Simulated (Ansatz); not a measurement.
Take MgS in the rock salt structure (space group Fm-3m, No. 225; a = 5.203 Å) as the base. Axes: x, y, z lie along the cube axes.

It is then changed as follows: compressive biaxial strain of 1.50 % in the plane normal to [001], as in epitaxy on a mismatched substrate; the out-of-plane cell vector and the atoms relax.

Computed with Ansatz (a quantum-chemistry and plane-wave program), r2SCAN, PAW, cutoff 500 eV, without spin-orbit coupling.

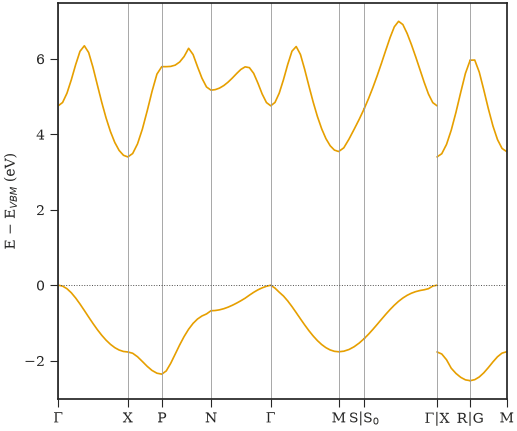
Figure. Highest valence and lowest conduction band along the path of the changed cell's own zone

Q: Read the changed gap and its character from the plot.

A: About 3.4 eV, indirect, Γ → X.

No phonon test of stability was made. Labels are those of the standard path for the cell's own space group.
